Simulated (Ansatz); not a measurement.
# Calculations on CH4S2Si

## 1. Relaxation

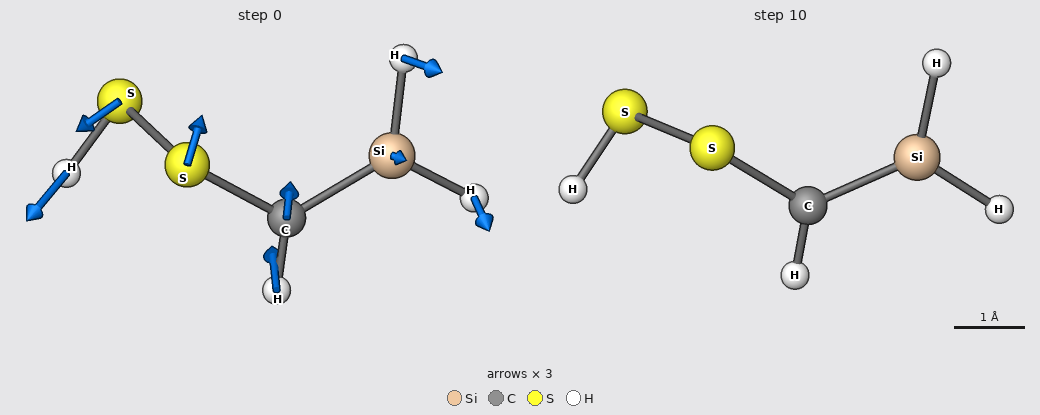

The structure of CH4S2Si before (left) and after (right) a relaxation, at one scale. The blue arrows give the displacements, 3 times their true length.

The picture is a ball-and-stick view, seen face on.

The run prepares an end point of a later path (torsion) calculation, from a guessed geometry.

These are results of RHF/cc-pVDZ (Ansatz 0.2.0), not measurements.

Input file:
```yaml
crystal:
  periodic: [false, false, false]
  atoms:
    - { symbol: Si, position_ang: [-0.98986, 1.25993, 0.50859] }
    - { symbol: C, position_ang: [0.49323, 0.57454, -0.16215] }
    - { symbol: S, position_ang: [1.29397, -0.79928, 0.60394] }
    - { symbol: S, position_ang: [0.36418, -2.47288, -0.21011] }
    - { symbol: H, position_ang: [-1.67219, 2.38069, -0.11929] }
    - { symbol: H, position_ang: [-1.64009, 0.74403, 1.70116] }
    - { symbol: H, position_ang: [0.99528, 0.94282, -1.04502] }
    - { symbol: H, position_ang: [1.15549, -2.62986, -1.27713] }
basis:
  gaussian: { orbitals: cc-pVDZ }
hamiltonian:
  xc: hf
relax:
  f_tol: 0.015
  max_steps: 40
output:
  orbitals: {}
```

Run as
```bash
ansatz run input.yaml --threads 1 --pin off --max-ram 2048MiB --backend cpu --events-out ev --progress --plain --runs-dir out
```

Describe what moved and what it gained.

Answer. H8 moves most after the best rigid fit: 0.38 Å. Largest moves by element: H 0.38 Å, S 0.28 Å, C 0.23 Å, Si 0.09 Å. Among the contacts that change: Si1–C2 1.766 → 1.709 Å, Si1–H5 1.455 → 1.476 Å, Si1–H6 1.453 → 1.473 Å, S3–S4 2.080 → 2.095 Å. Bond angles that change, for instance: Si1–C2–H7 124.6° → 121.7°, S3–C2–H7 114.2° → 116.6°. Groups turn about C2–S3 by about 25°. The energy falls by 11.5 kJ/mol in 10 geometry steps. Largest force component: 2 eV/Å at the start, 0.007 eV/Å at the end. The run took of the order of 20 core-seconds on a shared host.

## 2. Relaxation

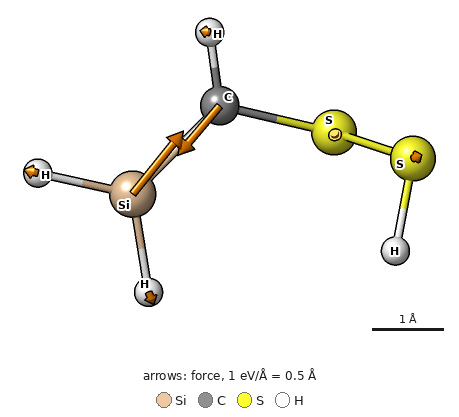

Starting geometry of CH₄S₂Si with the computed forces as orange arrows. A ball-and-stick model, seen face on.

The run prepares an end point of a later path (torsion) calculation, from a guessed geometry.

Computed with RHF/cc-pVDZ in Ansatz.

Input file:
```yaml
crystal:
  periodic: [false, false, false]
  atoms:
    - { symbol: Si, position_ang: [-0.98986, 1.25993, 0.50859] }
    - { symbol: C, position_ang: [0.49323, 0.57454, -0.16215] }
    - { symbol: S, position_ang: [1.29397, -0.79928, 0.60394] }
    - { symbol: S, position_ang: [2.70237, 0.05318, 1.87589] }
    - { symbol: H, position_ang: [-1.67219, 2.38069, -0.11929] }
    - { symbol: H, position_ang: [-1.64009, 0.74403, 1.70116] }
    - { symbol: H, position_ang: [0.99528, 0.94282, -1.04502] }
    - { symbol: H, position_ang: [1.92744, 0.18205, 2.95858] }
basis:
  gaussian: { orbitals: cc-pVDZ }
hamiltonian:
  xc: hf
relax:
  f_tol: 0.015
  max_steps: 40
```

Command:
```bash
ansatz run input.yaml --threads 1 --pin off --max-ram 2048MiB --backend cpu --events-out ev --progress --plain --runs-dir out
```

Question: What follows when this structure is relaxed?

Answer: It isn't relaxed: the largest force vector, on Si1, is 2.34 eV/Å. The final displacements have little in common with the starting forces (cosine between the two patterns 0.09). H8 moves most after the best rigid fit: 0.41 Å. By element the largest moves are H 0.41 Å, S 0.32 Å, C 0.22 Å, Si 0.11 Å. Some distances before and after: Si1–C2 1.766 → 1.710 Å, Si1–H5 1.455 → 1.475 Å, Si1–H6 1.453 → 1.473 Å, S3–S4 2.080 → 2.092 Å. Among the angles between lasting bonds that change: Si1–C2–H7 124.6° → 121.5°, S3–C2–H7 114.2° → 116.3°. Groups turn about C2–S3 by about 25°. After 10 geometry steps the energy has fallen by 2.96 kcal/mol. The largest force component goes from 1.9 to 0.011 eV/Å. The run took of the order of 17 core-seconds on a shared host.

## 3. Path

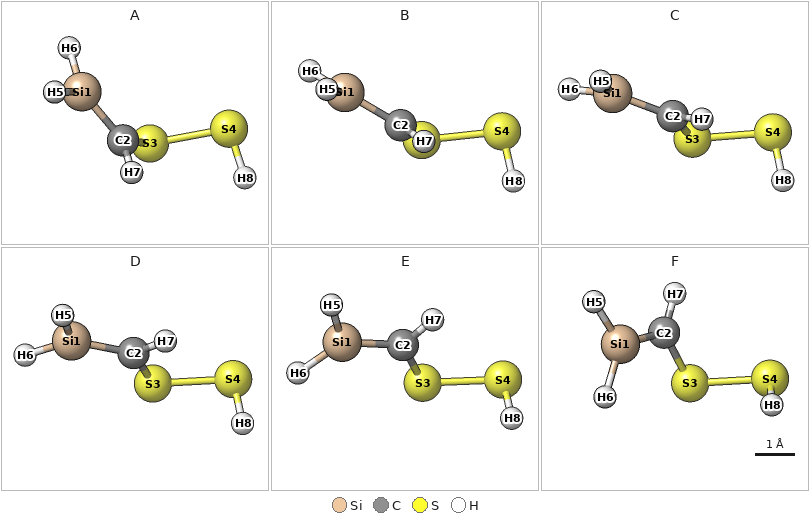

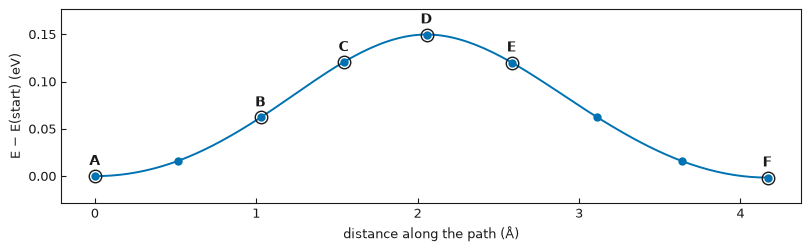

A nudged-elastic-band calculation for CH4S2Si. Images are numbered from 0 (start) to 8 (end). Frames A to F are images 0, 2, 3, 4, 5, 8. Style: ball-and-stick. Shown from a free direction.

Level of theory: Ansatz 0.2.0, RHF/cc-pVDZ. Set-up: 7 movable images; climbing image; force threshold 0.03 eV/Å; iteration limit 60; starting path by image-dependent pair potential.

### What happens along the path, and what is the barrier?

The motion is a rotation about the C2–S3 bond by about 135°. No bond forms or breaks between the ends. Among the angles between lasting bonds that change up to the highest image: Si1–C2–S3 121.6° → 127.3°, Si1–C2–H7 121.7° → 118.3°. The barrier is about 0.150 eV in both directions, with image 4 at the top; the ends have nearly the same energy. The band converged in 14 iterations, with a climbing image at the top.
